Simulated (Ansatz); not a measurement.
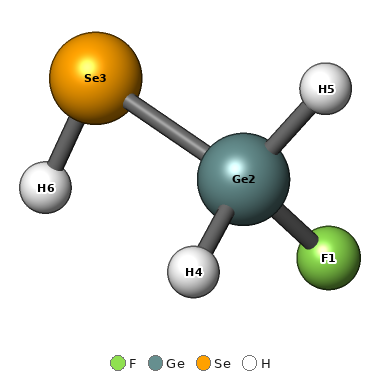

The system is FGeH3Se, SMILES [F][GeH2][SeH]; the picture shows the grid point nearest to the relaxed geometry. Two internal coordinates are moved rigidly from the geometry relaxed at PBE0-D4/def2-TZVP, all others fixed. The first coordinate is: angle F1–Ge2–Se3; the second: torsion F1–Ge2–Se3–H6. The scan uses a 5 × 6 grid. Points are written as (first, second). Energies: kcal/mol, counted from the lowest grid point. Level of theory: RKS PBE-D4/def2-TZVPP (Ansatz 0.2.0).

Its coordinates:

```yaml
atoms:
  - { symbol: F, position_ang: [-1.8429, -0.4245, 0.0680] }
  - { symbol: Ge, position_ang: [-0.2831, 0.1116, -0.4904] }
  - { symbol: Se, position_ang: [1.0522, 0.6722, 1.3376] }
  - { symbol: H, position_ang: [0.2884, -1.0720, -1.2770] }
  - { symbol: H, position_ang: [-0.5342, 1.3838, -1.3050] }
  - { symbol: H, position_ang: [0.9704, -0.6857, 1.8909] }
```

Range: angle F1–Ge2–Se3 from 85.6 to 133.6°; torsion F1–Ge2–Se3–H6 from 120 to 420°.

> What landscape does the calculation give?

The lowest grid point is at (109.6°, 420°). The bottom of the well lies between grid points, at about (110°, 440°), about 0.25 kcal/mol lower on the interpolated surface. A higher local minimum lies near (109.6°, 300°) (0.39 kcal/mol above the lowest at that grid point). The highest grid point, (133.6°, 180°), lies 14.5 kcal/mol above the lowest. On the interpolated surface the easiest way out of the lowest well to the well at about (110°, 275°) passes a barrier of about 2.7 kcal/mol, counted from the interpolated bottom of the well. Round the minimum the two coordinates are nearly uncoupled.

```csv
"torsion F1–Ge2–Se3–H6 ↓, angle F1–Ge2–Se3 →",85.6,97.6,109.6,121.6,133.6
420,11.1,2.4,0.0,2.3,8.8
360,12.5,4.2,2.5,5.6,12.9
300,11.5,2.8,0.4,2.7,9.2
240,11.0,2.8,0.7,3.4,10.2
180,9.3,3.2,2.7,6.6,14.5
120,11.0,2.8,0.8,3.4,10.2
```

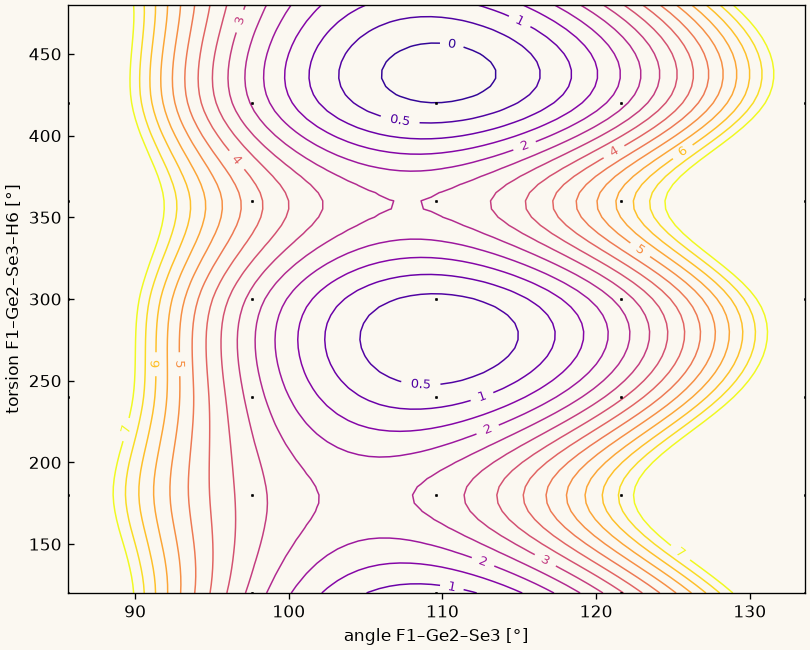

The picture shows contour lines labelled in kcal/mol (none above 7), dots at the grid points. Between grid points the surface is interpolated.
